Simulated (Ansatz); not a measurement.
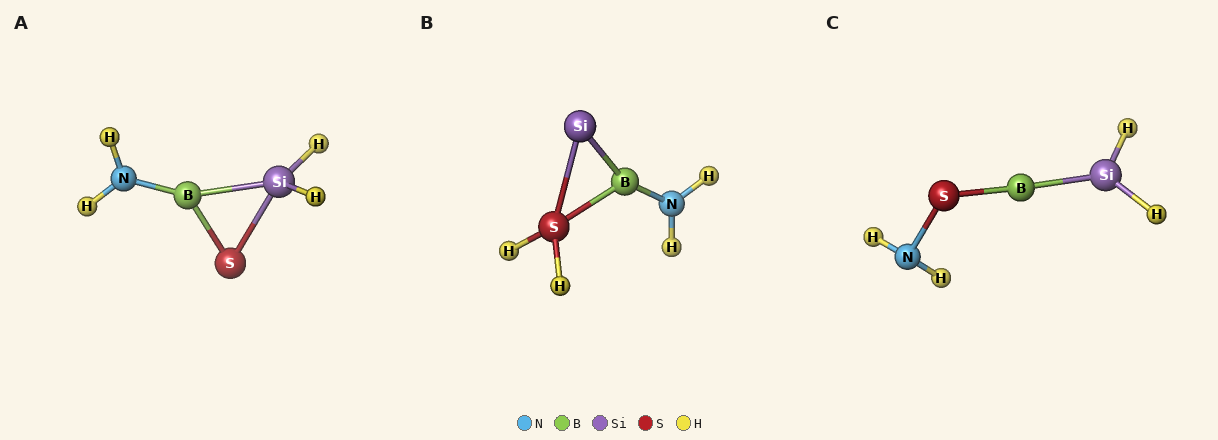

3 stationary structures of one formula. Geometries: PBE0-D4/def2-TZVP. Electronic energies: RHF-CCSD(T) (frozen core)/def2-TZVPP (Ansatz 0.2.0), without zero-point energy. No frequency run is at hand to confirm each as a minimum. Each is one conformer, not always the lowest.

### Which is lowest in energy, and by how much?

A is lowest (Cs); C lies 90.0 kcal/mol above it (C1), B lies 92.4 kcal/mol above it (Cs).
